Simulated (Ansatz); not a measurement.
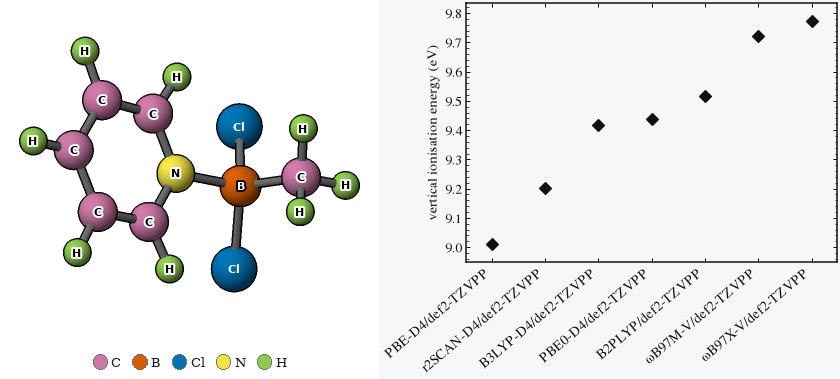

Vertical ionisation energy of C₆H₈BCl₂N, SMILES C[B-](Cl)(Cl)[n+]1ccccc1, taken as the energy of the cation less that of the neutral at fixed geometry (unrestricted doublet cation, cores frozen in correlated methods, no spin-orbit coupling), the Ansatz code, at a PBE0-D4/def2-TZVP geometry (no frequency check).

Q: What range do the values span?

A: From 9.01 eV (PBE-D4/def2-TZVPP) to 9.77 eV (ωB97X-V/def2-TZVPP).

Q: Give the values.

A:
| level | eV |
| --- | --- |
| PBE-D4/def2-TZVPP | 9.01 |
| r2SCAN-D4/def2-TZVPP | 9.20 |
| B3LYP-D4/def2-TZVPP | 9.42 |
| PBE0-D4/def2-TZVPP | 9.44 |
| B2PLYP/def2-TZVPP | 9.52 |
| ωB97M-V/def2-TZVPP | 9.72 |
| ωB97X-V/def2-TZVPP | 9.77 |

Limits of at least one run: one conformer of a flexible molecule.
